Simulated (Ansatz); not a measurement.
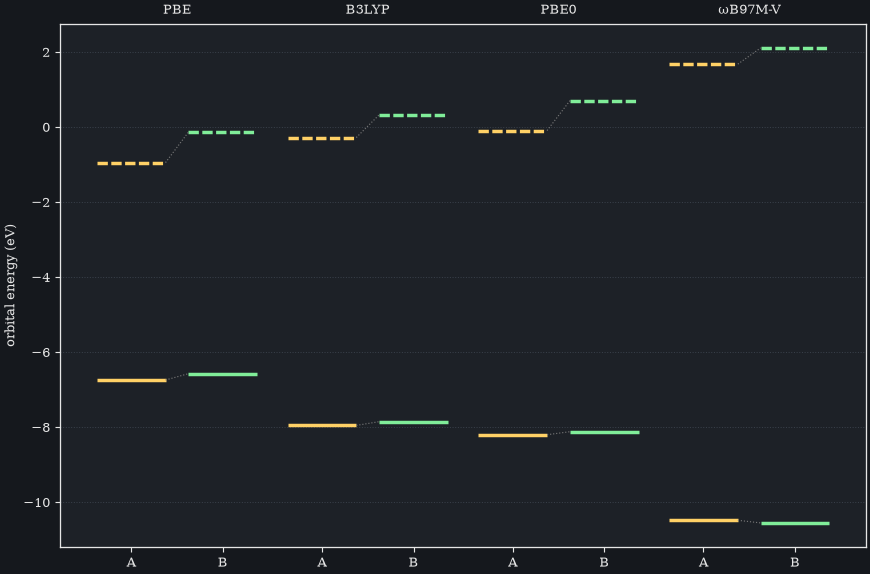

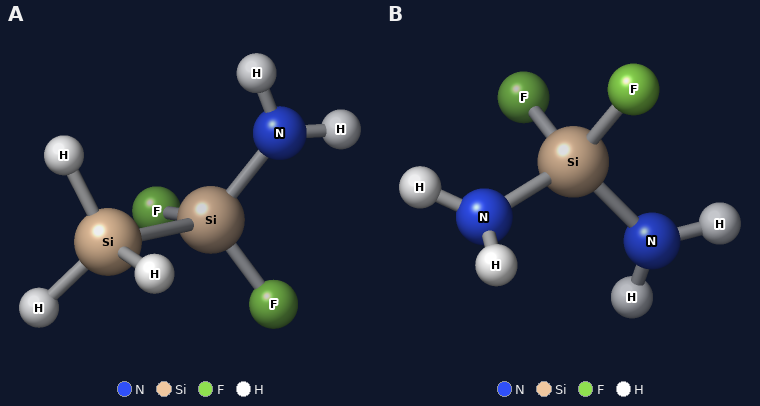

One change: A, Si₂NH₅F₂ (SMILES N[Si](F)(F)[SiH3]), becomes B, SiN₂H₄F₂ (SMILES N[Si](N)(F)F). SiH₃ on Si is replaced by NH₂. HOMO (solid) and LUMO (dashed) computed in def2-TZVPP at PBE0-D4/def2-TZVP geometries, both minima by their frequencies, gas phase, the Ansatz code 0.2.0. Empty levels above zero depend strongly on the basis.

Q: What does the change do to HOMO and LUMO?

A: PBE: the HOMO rises by 0.17 eV, the LUMO rises by 0.81 eV, and the separation goes from 5.80 to 6.44 eV. B3LYP: the HOMO rises by 0.10 eV, the LUMO rises by 0.61 eV, and the separation goes from 7.67 to 8.18 eV. PBE0: the HOMO rises by 0.08 eV, the LUMO rises by 0.80 eV, and the separation goes from 8.11 to 8.82 eV. ωB97M-V: the HOMO falls by 0.07 eV, the LUMO rises by 0.43 eV, and the separation goes from 12.16 to 12.66 eV.

Q: Do the functionals agree on the effect?

A: Not on every direction; the HOMO shift lies between −0.07 and 0.17 eV and the LUMO shift between 0.43 and 0.81 eV, while the separations themselves differ by up to 6.4 eV between functionals.
